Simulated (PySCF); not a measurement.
SMILES [Si](F)([O][Al]([OH])[OH])(F)F (H2AlF3O3Si) at its PBE0/def2-SVP optimised geometry (Å):

```
10

Si    -1.0446    -1.7832    -0.0205
F     -0.0592    -2.7629     0.7648
F     -2.4820    -1.9113     0.6655
F     -1.1814    -2.3321    -1.5141
O     -0.5332    -0.2713    -0.0009
Al     0.2505     1.2409     0.0000
O      1.9353     1.2409     0.0000
O     -0.6357     2.6761     0.0000
H      2.4820     2.0276     0.0027
H     -1.5894     2.7629     0.0032
```

Method: PBE0/def2-TZVP (PySCF). Cells within 0.4 Å of a nucleus heavier than hydrogen are left out (blank, or x).

Map of the HOMO amplitude (bohr^(-3/2)) on the plane z = 1.0 Å; orbital energy -9.52 eV, overall sign arbitrary:

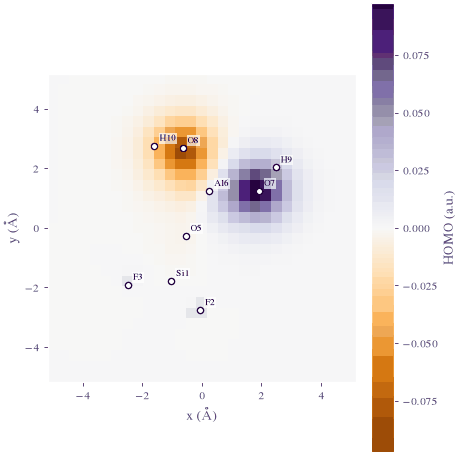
HOMO amplitude (bohr^(-3/2)) on the plane z = 1.0 Å.
